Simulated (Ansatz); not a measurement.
# FH₃OSi (SMILES O[SiH2]F): what the fields show

Input

```
crystal:
  periodic: [false, false, false]
  atoms:
    - {symbol: F, position_ang: [-0.699414, -2.155414, 0.457159]}
    - {symbol: O, position_ang: [1.442341, -0.619589, 0.095708]}
    - {symbol: Si, position_ang: [-0.142640, -0.658380, 0.479687]}
    - {symbol: H, position_ang: [1.703418, -0.780538, -0.814665]}
    - {symbol: H, position_ang: [-0.962372, 0.096634, -0.495416]}
    - {symbol: H, position_ang: [-0.245594, -0.150122, 1.858208]}
basis:
  gaussian: {orbitals: def2-TZVPD}
magnetization: {spin_polarized: false, initial_magnetization: 0}
hamiltonian: {xc: pbe0}
output: {forces: true, orbitals: {seedname: orbitals}}
```

Command:

```sh
ansatz run input.yaml --threads 2 --pin off --max-ram 4350MiB --events-out events.jsonl --progress --plain --runs-dir runs
```

Geometry: r2SCAN-D4/def2-TZVP.

These are results of Ansatz 0.2.0, isolated molecule in a Gaussian basis; Kohn-Sham density functional theory, functional PBE0, not measurements.

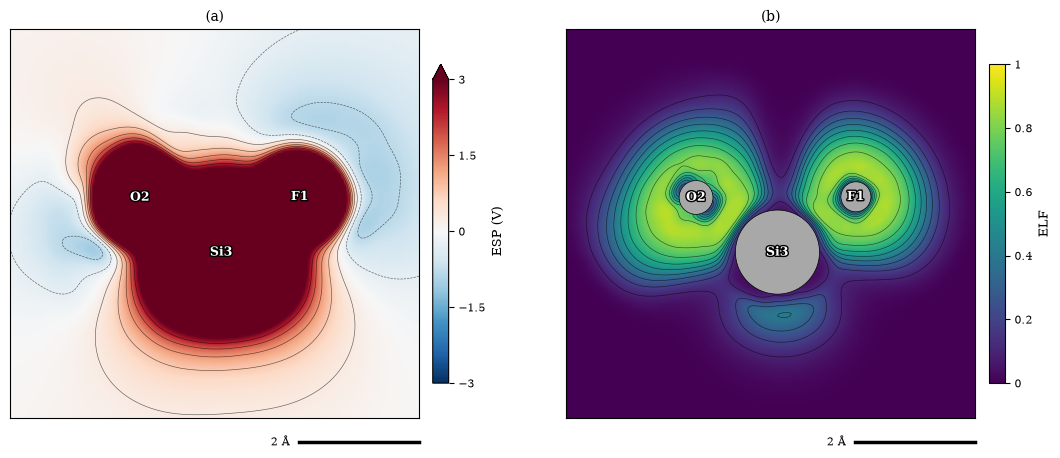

Figure 1. (a) molecular electrostatic potential; (b) ELF on the plane of atoms F1, Si3 and O2. Grey discs cover the atomic cores in the ELF map.

> Describe what can be read from this map.

Atoms in the plane: F, O and Si.
Si–F (1.60 Å): the ELF peaks at about 0.85 in the valence shell of F, 0.6 Å from its nucleus, and is about 0.45 at the midpoint.
Si–O (1.63 Å): the ELF peaks at about 0.85 between the atoms; a shared but strongly polarised pair.
The ELF also peaks beside O2 and F1, away from the bonds: lone-pair regions.
Outside the dense part of the molecule the potential is most negative (−1.0 V) near O2.

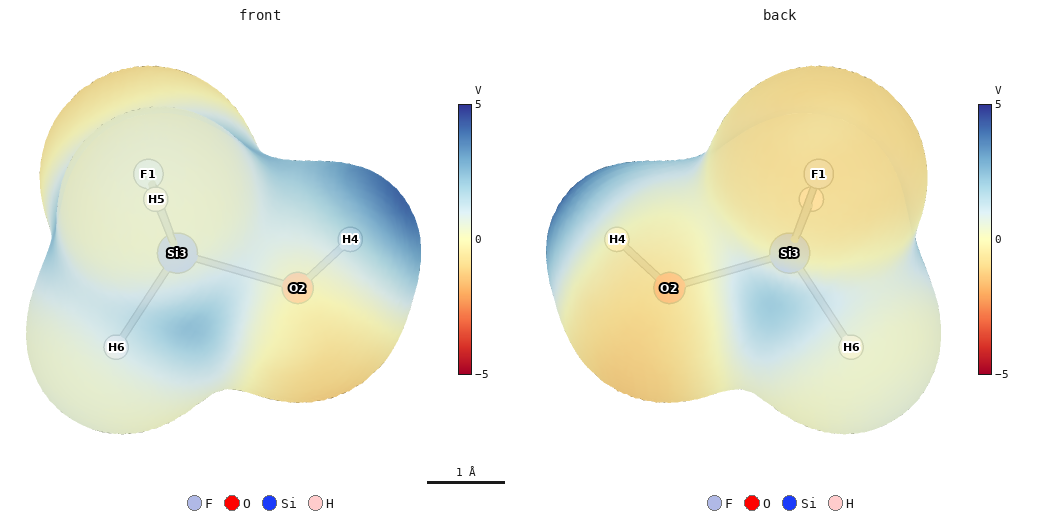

Figure 2. The electrostatic potential painted on the density surface at 0.004 e/bohr³, seen from the front and from behind; red is negative and blue positive.

> Describe the electrostatic potential map.

The most negative region (about −1.2 V) lies over O2, the most positive (about +4.0 V) over H4. O2 is the likeliest acceptor of a hydrogen bond.

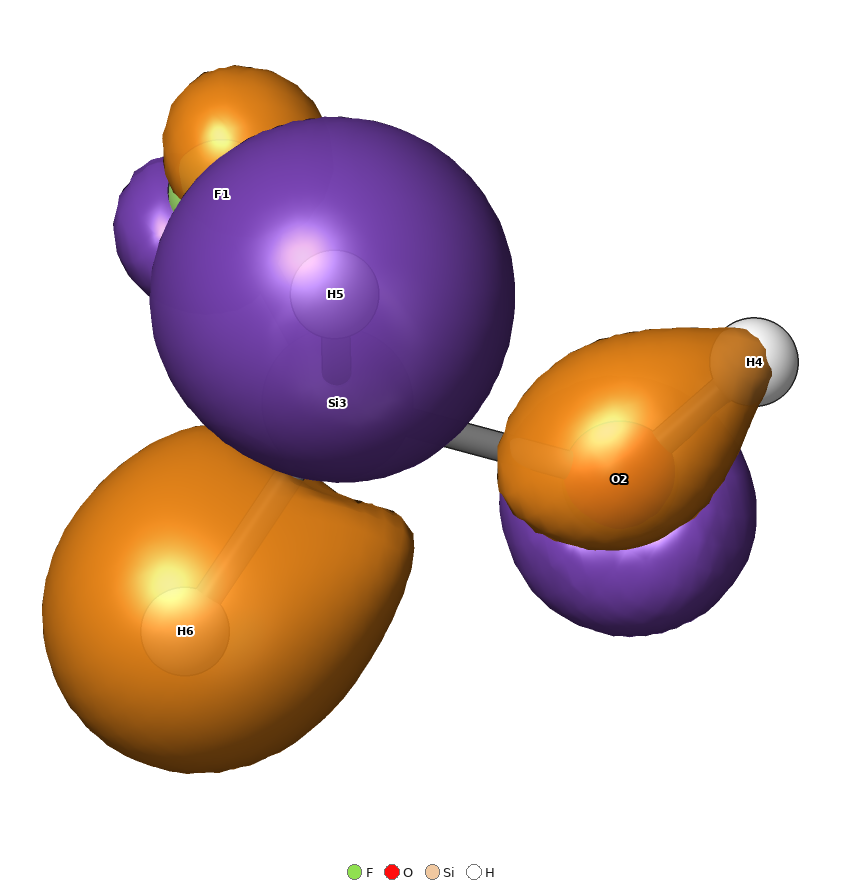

Figure 3. The HOMO at ±0.15 Å⁻³ᐟ² (orange and purple are the two phases), seen across its widest extent.

> Describe this orbital and give its energy.

Its weight (Hirshfeld) is mainly on Si3 (about 30 %), H5 (about 25 %), O2 (about 20 %), H6 (about 15 %) and F1 (about 5 %). Its energy is −9.38 eV.
